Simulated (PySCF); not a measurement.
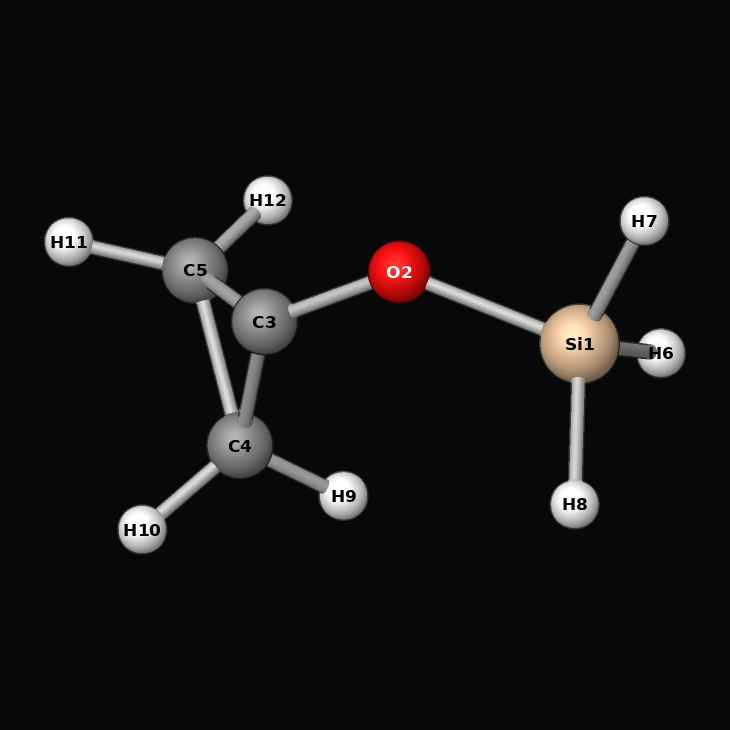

The questions are on Mulliken spin populations. The species is neutral and a spin doublet. The computed structure is the end point of a GFN2-xTB optimisation. No frequency run is at hand to confirm it as a minimum. Method: UKS B3LYP, pcH-1 on C H O Si, non-relativistic (PySCF 2.14.0).

Which atom carries the largest spin population?

Answer. C3 (0.81 e).

Which atom has the lowest spin population?

Answer. C4, C5, H7, H8 (0.00 e).

Give the Mulliken spin populations atom by atom.

| atom | value (e) |
| --- | --- |
| Si1 | 0.02 |
| O2 | 0.08 |
| C3 | 0.81 |
| C4 | 0.00 |
| C5 | 0.00 |
| H6 | 0.01 |
| H7 | 0.00 |
| H8 | 0.00 |
| H9 | 0.02 |
| H10 | 0.02 |
| H11 | 0.02 |
| H12 | 0.02 |

Mulliken values depend strongly on the basis set. The geometry is semi-empirical. Around Si such bond lengths and angles can be off by a tenth of an ångström or more and by several degrees, and values that hang on the shape move with them.
